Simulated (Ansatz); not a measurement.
**BaTiO3 (R3m): how G0W0 depends on its starting point**

One-shot GW is not self-consistent; how far does the start matter for BaTiO3 (R3m)?

Program: Ansatz 0.2.0. Level of theory: G0W0 on several functionals, plane waves, PAW. Results are calculated unless marked as measured.

## 1. The starting structure

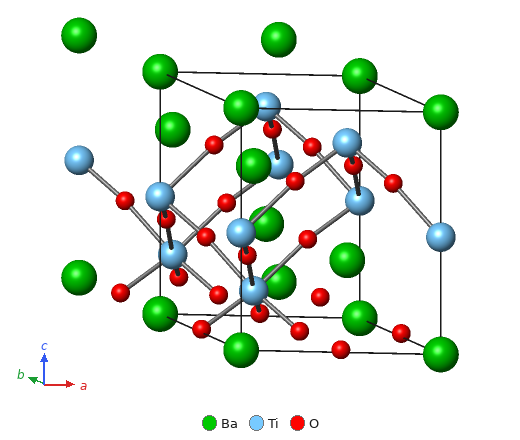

Start, viewed slightly off an axis; barium green, titanium blue, oxygen red. 1×2×1 cells are drawn. This picture shows the conventional cell, with its axes. Some periodic images of atoms are drawn too.

The cell and positions come from the Crystallography Open Database and are kept as given unless a step says otherwise. Spin-orbit coupling is left out unless a step names it. The default PAW set here is soft_2. Its files were made with PBE.

## 2. G0W0 on LDA

G0W0 replaces the xc potential by the self-energy, built once from these orbitals. Only a window of levels is corrected, while the sums run over the empty bands that the input names.

This step: G0W0 on LDA, plane waves, PAW.

input.yaml reads:

```yaml
crystal:
  lattice:
    - [2.8273666084, 1.6323808724, 2.3183934932]
    - [-2.8273666084, 1.6323808724, 2.3183934932]
    - [0.0, -3.2647617449, 2.3183934932]
  atoms:
    - { symbol: Ba, position: [0.0, 0.0, 0.0] }
    - { symbol: Ti, position: [0.4845, 0.4845, 0.4845] }
    - { symbol: O, position: [0.5086, 0.5086, 0.0175] }
    - { symbol: O, position: [0.0175, 0.5086, 0.5086] }
    - { symbol: O, position: [0.5086, 0.0175, 0.5086] }
kpoints:
  mp_grid: { grid: [4, 4, 4] }
hamiltonian:
  xc: lda
scf:
  occupations: { method: fixed }
gw:
  n_empty_bands: 508
  ecut_chi: 230.0
  qp_bands: [v2, c2]
  qp_kpoints: band_edges
  screening: { model: contour_deformation }
```

The run is started by

```
ansatz run input.yaml --threads 3 --pin off --max-ram 92160MiB --backend cuda --events-out ev --progress --plain --runs-dir out --devices 1 --max-vram 13GiB  # rebuilt from the run's record
```

Numbers of over 12 decimals in the logs are rounded to 6 here.

The log of the run:

```text
GPUs: using 1 of 1 available (devices: 1).
Engine: ansatz 0.2.0, x86_64-unknown-linux-gnu
Pseudopotentials: kind: paw
Pseudopotential: Ba, paw, valence charge 10, recommended cutoff 420 eV (normal), Ba.paw.azcp
Pseudopotential: Ti, paw, valence charge 12, recommended cutoff 420 eV (normal), Ti.paw.azcp
Pseudopotential: O, paw, valence charge 6, recommended cutoff 420 eV (normal), O.paw.azcp
Functional definition: SPW92
  exchange = slater_x
  correlation = pw_c
device memory: the entry about to start is reckoned to put 0.6 GiB on a device that reports 41.3 GiB free (of which the cap on the GPU budget leaves the run 13.0 GiB)
GPU FFT provider: cuFFT
GPU libraries: cuBLAS 13.8.2, cuFFT 12.4.0, cuSOLVER 12.3.4
Crystal: 5 atoms, lattice volume = 64.201 Å³
Basis set: ecut = 420 eV, 1237 PW (Γ)
Bands: 25, of which v1, the nominal top of the filled ones, is band 20 counted from 1 (19 counted from 0)
Symmetry: 6 space group operations
Space group: R3m (ITA 160), of the structure as read, at distance tolerance 4.0e-5 Å
k-points: 13 of 64 (time reversal used)
Non-local potential: Ba, projectors of the file, l = 0: 3, l = 1: 2, l = 2: 2, l = 3: 2
Non-local potential: Ti, projectors of the file, l = 0: 3, l = 1: 2, l = 2: 3, l = 3: 1
Non-local potential: O, projectors of the file, l = 0: 2, l = 1: 2, l = 2: 1
PAW form: soft (Blöchl's): semilocal exchange-correlation on the pseudo side does not see the compensation charge
PAW frozen core: Ba, regenerated for the run's functional, and the local potential with it (the file was generated under x = pbe(κ = 0.804, μ = 0.219515), c = pbe(β = 0.066725))
PAW frozen core: Ti, regenerated for the run's functional, and the local potential with it (the file was generated under x = pbe(κ = 0.804, μ = 0.219515), c = pbe(β = 0.066725))
PAW frozen core: O, regenerated for the run's functional, and the local potential with it (the file was generated under x = pbe(κ = 0.804, μ = 0.219515), c = pbe(β = 0.066725))
PAW one-centre angular grid: Ba, 194 points (default); XC on 64 Gauss nodes
PAW one-centre angular grid: Ti, 590 points (default); XC on 64 Gauss nodes
PAW one-centre angular grid: O, 110 points (default); XC on 64 Gauss nodes
Initial density: superposition of atomic densities (neutral atoms: chi_scale 0, normalization atom), corrected by the library's trained network
Initial wavefunctions: pseudopotential atomic-orbital guess
GPU buffer pool allocated for 19683 grid points (all kernels)
GPU transforms: local potential and band sums: pruned to the plane-wave sphere, on 27×27×27
Functional: x = slater, c = lda
SCF iter   1: F=—  HF=-9904.492877 eV  |F-HF|=—  |Δ(HF+E_count)|=         —  Δρ=1.90e-2  dr2=2.25e-1  ethr=1.77e-3  ⟨swp⟩=4.5  Hψ=1392  notcnv=0  defer=18
preconditioner: auto → Resta (q_TF=auto, 2.521 Å⁻¹)  ε∞=5.8  [insulator: Δε(μ)=2.122 eV  Ē_g=11.974 eV  n_scr=18 (ndim 8)  ℏωp=26.2 eV  f_vac=0.000  ε∞_Penn≈5.8]
SCF iter   2: F=—  HF=-9904.459860 eV  |F-HF|=—  |Δ(HF+E_count)|=   3.30e-2  Δρ=1.10e-2  dr2=6.58e-2  ethr=5.63e-4  ⟨swp⟩=2.2  Hψ=587  notcnv=0  defer=27
SCF iter   3: F=—  HF=-9904.447817 eV  |F-HF|=—  |Δ(HF+E_count)|=   1.20e-2  Δρ=2.85e-3  dr2=3.57e-3  ethr=1.64e-4  ⟨swp⟩=2.6  Hψ=474  notcnv=0  defer=32
SCF iter   4: F=—  HF=-9904.446932 eV  |F-HF|=—  |Δ(HF+E_count)|=   8.85e-4  Δρ=7.65e-4  dr2=2.47e-4  ethr=8.92e-6  ⟨swp⟩=2.2  Hψ=592  notcnv=0  defer=37
SCF iter   5: F=—  HF=-9904.446894 eV  |F-HF|=—  |Δ(HF+E_count)|=   3.80e-5  Δρ=1.45e-4  dr2=1.40e-5  ethr=6.16e-7  ⟨swp⟩=2.1  Hψ=466  notcnv=0  defer=37
SCF iter   6: F=—  HF=-9904.446893 eV  |F-HF|=—  |Δ(HF+E_count)|=   1.13e-6  Δρ=5.65e-5  dr2=2.20e-6  ethr=3.50e-8  ⟨swp⟩=2.2  Hψ=518  notcnv=0  defer=13
SCF iter   7: F=—  HF=-9904.446893 eV  |F-HF|=—  |Δ(HF+E_count)|=   3.41e-7  Δρ=1.59e-5  dr2=1.60e-7  ethr=5.49e-9  ⟨swp⟩=2.0  Hψ=413  notcnv=0  defer=13
SCF iter   8: F=-9904.446893 eV  HF=-9904.446893 eV  |F-HF|=1.51e-10  |Δ(HF+E_count)|=   2.67e-8  Δρ=1.26e-6  dr2=8.82e-10  ethr=2.50e-10  ⟨swp⟩=8.1  Hψ=1302  notcnv=0
SCF 1 converged in 8 iterations: F = -9904.446893 eV  dr2 = 8.82e-10
  greatest PAW one-centre occupation: 0.999 electrons in one spin orbital (limit 2), on the Ti atom at site 1 (counted from 0), in its partial waves of l = 0
device memory: the entry about to start is reckoned to put 0.7 GiB on a device that reports 41.3 GiB free (of which the cap on the GPU budget leaves the run 13.0 GiB)
NSCF: frozen V_eff on 13 k-points, pencils in batches of 32, up to order 100
the band table was solved once the SCF had ended and its energy, with any forces and stress, was formed, with the checks that follow a solve (1376 applications of the Hamiltonian). They found nothing against the state; the energy, forces and stress were not computed again (output.eigenvalues in the input reference)
device memory: the entry about to start is reckoned to put 5.0 GiB on a device that reports 42.5 GiB free (of which the cap on the GPU budget leaves the run 13.0 GiB)
NSCF: frozen V_eff on 13 k-points
G₀W₀ screening: q 1/13
[... further progress lines ...]
device memory: the entry about to start is reckoned to put 0.3 GiB on a device that reports 41.2 GiB free (of which the cap on the GPU budget leaves the run 13.0 GiB)
NSCF: frozen V_eff on 1 k-points
device memory: the entry about to start is reckoned to put 0.3 GiB on a device that reports 41.2 GiB free (of which the cap on the GPU budget leaves the run 13.0 GiB)
NSCF: frozen V_eff on 1 k-points
device memory: the entry about to start is reckoned to put 0.3 GiB on a device that reports 41.2 GiB free (of which the cap on the GPU budget leaves the run 13.0 GiB)
NSCF: frozen V_eff on 1 k-points
SCF converged after 8 iterations
Free energy (F): -9904.446893 eV
Harris-Foulkes:  -9904.446893 eV  (|F-HF|=1.51e-10)
Internal energy: -9904.446893 eV  (E = F + TS)
E sigma→0 (E₀):  -9904.446893 eV
Fermi energy:    9.850818 eV
--- Per-component energies (eV) ---
  E_band       = -149.823292
  E_kinetic    = 966.407261
  E_local      = -2123.502291  (includes V_loc(G=0)·N_el)
  E_nonlocal   = 216.435921
  E_hartree    = 824.715664
  E_xc         = -485.074707
  E_vxc        = -542.407307  (∫ρ·V_xc dr)
  E_paw        = -6495.121742  (= ΣΔE_a)
  E_vpaw       = -316.195661  (= ΣTr[D̂ρ^β])
  E_aug_tail   = 0.007454  (compensation charges beyond the density's cutoff)
  E_ewald      = -2809.213684
  E_core_change = 0.899230  (= ΣΔE_core)
  E_smearing   = -0.000000  (= −TS)
  E_closure    = -0.000000  (closes the sum)
  Σ components = -9904.446893   (vs F -9904.446893, Δ=0.00e0)
--- Band table (eV; the first three rows and the last of 13) ---
  k-point 0: bands = [... 16 lower, 8.7487, 9.3510, 9.4951, 9.4951, 12.2005, 12.2005, 12.3556, 14.4236, ... 1 higher]
  k-point 1: bands = [... 16 lower, 8.4160, 8.6394, 9.2151, 9.2623, 12.2902, 12.9147, 12.9966, 14.4148, ... 1 higher]
  k-point 2: bands = [... 16 lower, 8.1681, 8.2248, 8.9182, 9.0583, 12.3578, 13.6461, 13.7415, 14.3848, ... 1 higher]
  k-point 12: bands = [... 16 lower, 7.5635, 9.8357, 9.8357, 9.8508, 14.2038, 14.3527, 14.3527, 16.5037, ... 1 higher]
--- G₀W₀: contour deformation, 7 samples at zero and on the imaginary axis and 1 off it, 64 q-points, 508 empty bands' worth ---
  eigenvalues of the whole cell's RPA ε∞ on this k-mesh (on a slab, of 1 + 4πα/V) = 5.3793, 5.8467, 5.8467; static W/v taken at q = 0 is 0.175882
  bands read: the sum over 528 bands ends inside a degenerate multiplet in 1 slot, whose members it reads at an even weight; the widest, k=12: bands 528 to 529 (counted from 1) at 1/2 each
  gw.qp_kpoints: band_edges: 9 of 13 stored k-points solved, in 1 pass; an edge of the gap read off the rows below is read off those points alone
    valence top: of the k-points left out ik 8 came nearest to being solved in a further pass, in band 19 (counted from 1, as in the quasiparticle table): it holds the edge there only if its correction is more favourable than any solved in that band by at least 0.522 eV; those differ by 0.101 eV
    conduction bottom: of the k-points left out ik 9 came nearest to being solved in a further pass, in band 21 (counted from 1, as in the quasiparticle table): it holds the edge there only if its correction is more favourable than any solved in that band by at least 0.978 eV; those differ by 0.029 eV
    ik  band        ε_KS         Σx   Σc(E_QP)       V_xc       Z   E_QP_lin       E_QP  E_QP is
     0    19      9.4951   -25.7713     3.8745   -21.4290  0.7266     9.0234     9.0273  root
     0    20      9.4951   -25.7713     3.8745   -21.4290  0.7266     9.0234     9.0273  root
     0    21     12.2005   -13.0272    -6.3362   -20.6614  0.7398    13.5285    13.4984  root
     0    22     12.2005   -13.0272    -6.3362   -20.6614  0.7398    13.5285    13.4984  root
     1    19      9.2151   -25.2006     3.7715   -20.9729  0.7246     8.7550     8.7589  root
     1    20      9.2623   -25.7654     4.0172   -21.2601  0.7246     8.7697     8.7742  root
     1    21     12.2902   -13.2434    -6.3925   -20.9369  0.7371    13.6222    13.5911  root
     1    22     12.9147   -13.9860    -6.6650   -21.9509  0.7220    14.2510    14.2146  root
     2    19      8.9182   -25.3087     3.9225   -20.9042  0.7223     8.4316     8.4362  root
     2    20      9.0583   -25.8875     4.1943   -21.1744  0.7233     8.5342     8.5394  root
     2    21     12.3578   -13.3355    -6.5558   -21.2185  0.7339    13.7187    13.6850  root
     2    22     13.6461   -14.6504    -7.2061   -23.1582  0.6998    14.9957    14.9479  root
     3    19      8.9561   -25.2403     3.9820   -20.7659  0.7238     8.4589     8.4637  root
     3    20      9.3739   -25.4447     4.2290   -20.6949  0.7195     8.8476     8.8531  root
     3    21     12.9112   -13.8306    -6.7789   -21.9239  0.7227    14.2631    14.2255  root
     3    22     13.0463   -14.2143    -6.7437   -22.2659  0.7176    14.3927    14.3542  root
     4    19      8.8658   -25.1219     4.2630   -20.3299  0.7179     8.3307     8.3369  root
     4    20      9.3727   -25.1566     4.2997   -20.3412  0.7166     8.8515     8.8571  root
     4    21     13.0024   -14.0468    -6.8395   -22.2091  0.7191    14.3645    14.3252  root
     4    22     13.6910   -14.5016    -7.3392   -23.1519  0.6989    15.0515    15.0020  root
     5    19      8.9882   -25.2925     4.0212   -20.7731  0.7238     8.4852     8.4901  root
     5    20      9.3952   -25.3902     4.1963   -20.6840  0.7190     8.8800     8.8853  root
     5    21     12.8292   -13.7897    -6.7062   -21.8089  0.7253    14.1786    14.1423  root
     5    22     13.0654   -14.0175    -6.8335   -22.1618  0.7177    14.4156    14.3764  root
[...]
10    19      9.3538   -25.1843     4.3644   -20.2939  0.7165     8.8219     8.8278  root
    10    20      9.8192   -25.6896     4.3629   -20.8248  0.7184     9.3124     9.3172  root
    10    21     13.9161   -14.6306    -7.5027   -23.4365  0.6928    15.2723    15.2192  root
    10    22     14.0161   -14.6944    -7.5363   -23.5373  0.6909    15.3772    15.3227  root
    12    19      9.8357   -25.7388     4.3593   -20.8838  0.7185     9.3354     9.3400  root
    12    20      9.8508   -25.7633     4.3697   -20.8964  0.7186     9.3489     9.3536  root
    12    21     14.2038   -14.6110    -7.8162   -23.7272  0.6833    15.5621    15.5039  root
    12    22     14.3527   -14.7085    -7.9096   -23.9231  0.6799    15.7181    15.6577  root
```

Wall time 36 s (1 × NVIDIA H100 80GB HBM3 (shared by 6 runs) with 3 threads of AMD EPYC 7R13 (Zen 3), shared host); peak memory 1.7 GiB.

Reading the cycles: dr2 is the Hartree energy of the density residual (eV), the measure of convergence; HF is the Harris–Foulkes estimate of the energy, which meets the free energy F at convergence.

Numbers from this step:

| Quantity | Value |
| --- | --- |
| bands summed | 528 |
| RPA ε∞ on this mesh (eigenvalues) | 5.379, 5.847, 5.847 |
| plane waves in the screening matrix | 485 |
| q-points in the mesh | 64 |
| G0W0 gap on the mesh | 4.145 eV |
| k of the valence top | -0.5, -0.5, -0.5 |
| k of the conduction bottom | 0, 0, 0 |
| starting gap on the mesh | 2.350 eV |
| Z at the valence top | 0.7186 |
| Z at the conduction bottom | 0.7398 |
| least direct G0W0 gap on the computed points | 4.471 eV |

The gap on the mesh goes from 2.35 eV to 4.14 eV, a correction of +1.80 eV. Between the two edge states, bare exchange in place of the xc potential would open the gap by 12.50 eV, and correlation takes back 10.71 eV.

[end of part 1 of 2]

[Paths, hosts, dates, memory and timing lines, banners, echoed tables and standing remarks are left out of the program output.]

[Logs are printed without paths, hosts, clocks, repeated set-up lines and the standing remarks that a program may print on its own settings, such as how far it seeks lower states.]

[Runs of the session that timed out or met a known fault of the program may be left out.]

[Cells called generated may have been cut or substituted from an entry of the Crystallography Open Database or the Materials Project.]

[Hosts, paths, dates, database ids (printed as entryN), source tags and the programs' standing remarks are cut or masked in the printed files.]
